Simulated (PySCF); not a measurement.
## Electronic structure of C6H7NOSi (SMILES CN[SiH2]C#CC#CC=O) in real space

Input

```
{"job": {"kind": "uv", "xc": "CAM-B3LYP", "basis": "def2-SVPD", "nstates": 8, "ntriplets": 3}, "charge": 0, "multiplicity": 1}
C     -3.571578     0.490248    -1.142208
N     -2.198466     0.373376    -0.717358
Si    -1.710795    -0.382585     0.743986
C      0.136806    -0.341402     0.622269
C      1.349862    -0.311169     0.575350
C      2.698657    -0.259514     0.500626
C      3.911361    -0.216094     0.427604
C      5.325080    -0.169727     0.329798
O      5.990704     0.820092     0.159727
H     -4.063612     1.381807    -0.736476
H     -3.625185     0.534839    -2.231914
H     -4.123444    -0.384582    -0.804857
H     -1.627631     1.120147    -1.085244
H     -2.215162    -1.757386     0.717913
H     -2.071968     0.285893     2.006710
H      5.787773    -1.174998     0.425112
```

Command:

```sh
OMP_NUM_THREADS=1 python probes_run.py task.json out
```

Geometry: GFN2-xTB.

The calculation used CAM-B3LYP/def2-SVPD, SCF density, gas phase (PySCF 2.14.0).

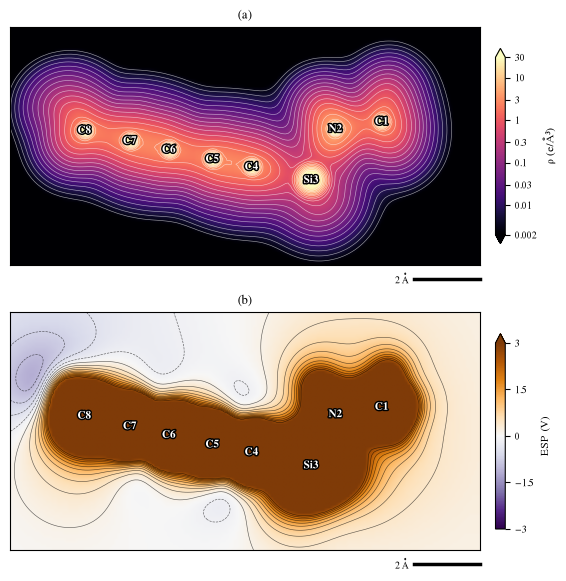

Figure 1. (a) electron density; (b) electrostatic potential on the plane of atoms N2, Si3 and C4.

Question: Interpret the plot.

Answer: The plane passes through C, N and Si nuclei. C–C (1.21 Å): ρ at the midpoint is about 2.7 e/Å³. C–N (1.44 Å): ρ at the midpoint is about 1.9 e/Å³. Si–N (1.72 Å): ρ is about 1.1 e/Å³ halfway. C–Si (1.85 Å): the density is about 0.94 e/Å³ at the midpoint. C–C (1.35 Å): ρ is about 2.1 e/Å³ halfway. Outside the dense part of the molecule the potential is most negative (−1.2 V) near O9, which lies off the plane.

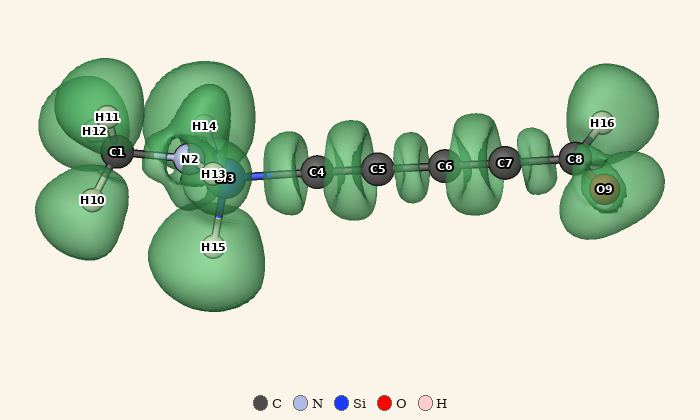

Figure 2. Isosurface of the electron localisation function at 0.75 (green), seen from one side. Only the valence region is drawn (cores and ρ < 0.01 e/Å³ removed).

Question: What do the ELF domains correspond to?

Answer: The surface consists of four regions between bonded C–C atoms (shared pairs), one region between bonded C–Si atoms (shared pairs), six regions around hydrogen nuclei, one region on O in which the atom's valence shell and bonds are merged and one joined region spread over several atoms (H, N), in which their bonds and any lone pairs are merged. Profiles from the grid: C–O (1.20 Å): the ELF peaks at about 0.85 between the atoms; a multiple bond. C–C (1.21 Å): the ELF peaks at about 0.90 between the atoms: a multiple bond.

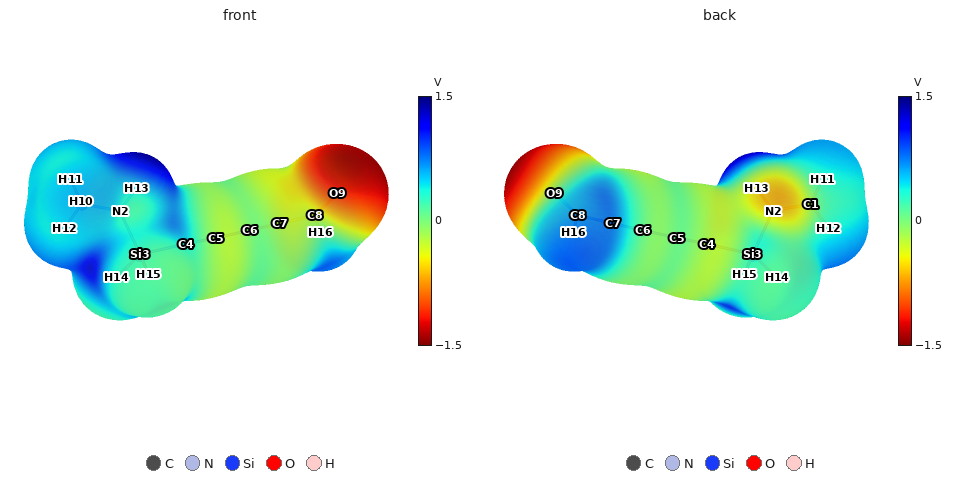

Figure 3. The molecular electrostatic potential painted on the density surface at 0.001 e/bohr³, seen from the front and from behind; red is negative and blue positive.

Question: Describe the electrostatic potential map.

Answer: The most negative region (about −1.4 V) lies over O9, the most positive (about +1.4 V) over H13. O9 is the likeliest acceptor of a hydrogen bond.

Question: How polar is the molecule by this calculation?

Answer: Its dipole moment is 3.94 D.
